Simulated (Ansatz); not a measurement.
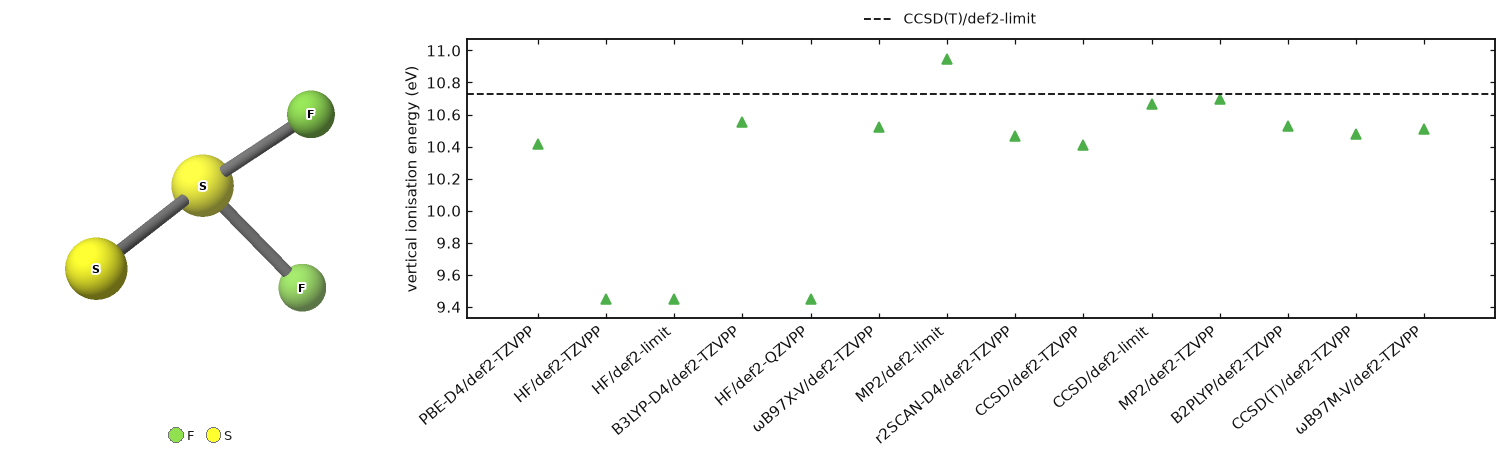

Vertical ionisation energy of S₂F₂, SMILES FS(F)=S, taken as the energy of the cation less that of the neutral at fixed geometry (unrestricted doublet cation, cores frozen in correlated methods, no spin-orbit coupling), the Ansatz code, at a PBE0-D4/def2-TZVP geometry (a minimum by its frequencies). Limit means an estimate of the basis limit from triple and quadruple zeta; for coupled cluster it is either extrapolated directly or built as the MP2 limit plus the step from MP2 in triple zeta. B2PLYP/def2-TZVPP holds a correlation term that converges slowly with the basis, so part of the distance to the limit is basis error. The distance of CCSD/def2-TZVPP, MP2/def2-TZVPP and CCSD(T)/def2-TZVPP to the limit includes basis error.

> What range do the values span, the line included?

From 9.45 eV (HF/def2-limit) to 10.95 eV (MP2/def2-limit).

> Give the values.

| level | eV | less CCSD(T)/def2-limit |
| --- | --- | --- |
| PBE-D4/def2-TZVPP | 10.42 | −0.31 |
| HF/def2-TZVPP | 9.45 | −1.28 |
| HF/def2-limit | 9.45 | −1.28 |
| B3LYP-D4/def2-TZVPP | 10.55 | −0.18 |
| HF/def2-QZVPP | 9.45 | −1.28 |
| ωB97X-V/def2-TZVPP | 10.52 | −0.21 |
| MP2/def2-limit | 10.95 | 0.22 |
| r2SCAN-D4/def2-TZVPP | 10.47 | −0.26 |
| CCSD/def2-TZVPP | 10.41 | −0.32 |
| CCSD/def2-limit | 10.66 | −0.07 |
| MP2/def2-TZVPP | 10.70 | −0.03 |
| B2PLYP/def2-TZVPP | 10.53 | −0.20 |
| CCSD(T)/def2-TZVPP | 10.48 | −0.25 |
| ωB97M-V/def2-TZVPP | 10.51 | −0.22 |
| CCSD(T)/def2-limit | 10.73 | 0.00 |
